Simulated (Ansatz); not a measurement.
# FGaH6Si: a nudged elastic band, and a look at its input

A nudged elastic band is wanted. The input is run as typed. The step meant is a four-centre ligand exchange at charge 0 and multiplicity 1, which changes Ga1–F6, Si2–H5, Ga1–Si2, H5–F6.

Computed with Ansatz 0.2.0, Gaussian basis. Level: PBE0-D4/def2-SVP.

1 further run of the same task is left out (it didn't finish). Runs told in other sessions of the task aren't counted.

### 1 The structure

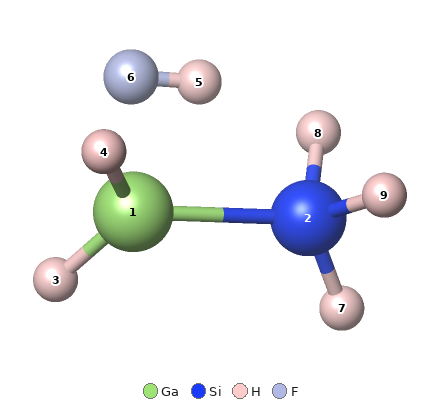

The start (gallium green, silicon blue, hydrogen pink, fluorine light blue).

```
Ga   -1.3102    0.0510   -0.4431
Si    0.9364   -0.8349   -0.1827
H    -1.6324    0.9441   -1.6897
H    -2.4367   -0.4432    0.5274
H     0.4029    1.3667    1.0012
F    -0.4543    1.7448    0.9267
H     1.7870   -0.8950   -1.4019
H     1.6298    0.1851    0.7063
H     1.0775   -2.1189    0.5557
```

### 2 The run

Input file run/in.yaml:

```yaml
crystal:
  periodic: [false, false, false]
  atoms:
    - {symbol: Ga, position_ang: [-1.310209, 0.051027, -0.443123]}
    - {symbol: Si, position_ang: [0.936367, -0.834891, -0.182684]}
    - {symbol: H, position_ang: [-1.632442, 0.944139, -1.689654]}
    - {symbol: H, position_ang: [-2.436731, -0.443238, 0.527406]}
    - {symbol: H, position_ang: [0.402869, 1.366744, 1.001164]}
    - {symbol: F, position_ang: [-0.454317, 1.744764, 0.926749]}
    - {symbol: H, position_ang: [1.787010, -0.894961, -1.401946]}
    - {symbol: H, position_ang: [1.629817, 0.185100, 0.706329]}
    - {symbol: H, position_ang: [1.077537, -2.118884, 0.555659]}
basis:
  gaussian: {orbitals: def2-SVP}
hamiltonian: {xc: pbe0, dispersion: d4}
neb:
  images: 5
  climbing: true
  max_iterations: 3
  initial_path: idpp
  final_atoms:
    - {symbol: Ga, position_ang: [-1.607465, 0.689141, -0.120854]}
    - {symbol: Si, position_ang: [1.341619, -0.677374, 0.072921]}
    - {symbol: H, position_ang: [-1.513857, 0.456042, -1.659415]}
    - {symbol: H, position_ang: [-2.022280, -0.280512, 1.027378]}
    - {symbol: H, position_ang: [0.515855, 0.566359, 0.248142]}
    - {symbol: F, position_ang: [-1.475874, 2.381656, 0.368229]}
    - {symbol: H, position_ang: [2.388497, -0.369010, -0.927186]}
    - {symbol: H, position_ang: [1.923704, -1.005963, 1.393671]}
    - {symbol: H, position_ang: [0.449700, -1.760538, -0.402988]}
```

Command:

```console
ansatz run in.yaml --threads 4 --pin off --events-out ev --progress --plain --max-ram 9574MiB
```

Output:

```text
Functional definition: PBE0
  name "PBE0"
  cite "Adamo & Barone, J. Chem. Phys. 110, 6158 (1999) doi:10.1063/1.478522"
  cite "Perdew, Burke & Ernzerhof, Phys. Rev. Lett. 77, 3865 (1996) doi:10.1103/PhysRevLett.77.3865"
  parent pbe
  parameter a = 0.25
  parameter kappa = 0.804
  parameter beta = 0.06672455060314922
  exchange = (1 - a)*pbe_x(kappa = kappa, mu = beta*pi^2/3) + a*exact_x
  correlation = pbe_c(beta = beta)
980 factors; integrals over basis functions are off by at most 3.2e-4 eV
mean field evaluation 1: about -63044.0737 eV, gradient 3.0e1 eV
mean field evaluation 2: about -63043.5680 eV, gradient 3.8e1 eV
mean field evaluation 4: about -63045.4477 eV, gradient 9.2e-1 eV
mean field evaluation 8: about -63045.4556 eV, gradient 8.4e-3 eV
mean field -63045.45558745 eV, -2316.8777590940 hartree, gradient 4.5e-5 eV, S^2 0.000000; 0 other end points of the search recorded, 0 dependent functions left out
the calculation of the forces begins
reference -63045.45561754 eV, -2316.8777602000 hartree; 30, 30 occupied and 64, 64 virtual orbitals, 980 factors
[... from here to the last solve, the lines of the solves are left out (15 solves) ...]
WARN: NEB end point (image 0): max|allowed force component| = 1.334e-1 eV/Å (the criterion of neb.relax_end_points is 1.000e-2). That is over neb.f_tol: it is no minimum, so the barrier can be far off. Relax it first
WARN: NEB end point (image 6): max|allowed force component| = 1.330e-1 eV/Å (the criterion of neb.relax_end_points is 1.000e-2). That is over neb.f_tol: it is no minimum, so the barrier can be far off. Relax it first
NEB iter   1: max|band force component| = 4.001e0 eV/Å  barrier→ = 2.2109 eV  barrier← = 2.7560 eV  Δτ_max = 0.2000 Å  (178 SCF iters)
NEB iter   2: max|band force component| = 2.699e0 eV/Å  barrier→ = 1.1252 eV  barrier← = 1.6702 eV  Δτ_max = 0.2000 Å  (141 SCF iters)
980 factors; integrals over basis functions are off by at most 8.3e-4 eV
mean field -63045.98237209 eV, -2316.8971180725 hartree, gradient 1.4e-5 eV, S^2 0.000000; 0 other end points of the search recorded, 0 dependent functions left out
the calculation of the forces begins
reference -63045.98240418 eV, -2316.8971192520 hartree; 30, 30 occupied and 64, 64 virtual orbitals, 980 factors
NEB iter   3: max|band force component| = 1.235e1 eV/Å  barrier→ = 1.2249 eV  barrier← = 1.7700 eV  Δτ_max = 0.0989 Å  (137 SCF iters)
Error: NEB band did not converge after 3 iterations: max|band force component| = 1.23e1 eV/Å (threshold 5.0e-2); raise `neb.max_iterations` in a new run, which can start from the last band evaluated (`neb.initial_path`, with `crystal.atoms` and `neb.final_atoms` set to its first and last images), add images, or start from endpoints closer to local minima. Where this run's directory can be resumed (`checkpoint.write`), a resume goes on for up to `neb.max_iterations` more; to start a new run from the last band, take its images' positions from the `neb_iteration` event of iteration 3 (`data.images[].positions_ang`), in the event stream of the run that computed that iteration (not this run's, if it was resumed behind it). With `checkpoint.write`, `steps/00-neb/state/checkpoint.json` in the run directory holds the last saved band, under `neb.evaluated.images[].positions_ang` (a band under a hybrid functional on support functions is neither saved nor resumed: `neb.initial_path` says where its path is): check the last entry of `neb.iterations` there, which is earlier than 3 if that iteration was not saved or its write failed. If the band's step has no `state` directory and holds `state.next`, a write was cut short, and the file is under `state.next` instead (behind a loss of power it can be under `state.prev`)
a run's events are kept only if it was started with --events-out <file>, and are in that file
```

Run time: 21 s. Hardware: 4 threads of Arm Neoverse V1, shared host.

### 3 Diagnosis

The run did not converge within its limit, so it gives no result.

Three iterations were allowed, too few to relax the band.

The cure: raise max_iterations.

### 4 Outcome

| quantity | value |
| --- | --- |
| this run | not converged |
| fault | too few iterations |

What this shows: Three iterations were allowed, too few to relax the band.

For comparison, these settings ran to the end on the same system (17 iterations):

```yaml
hamiltonian: {xc: pbe0, dispersion: d4}
neb:
  images: 5
  climbing: true
  max_iterations: 40
  initial_path: idpp
```
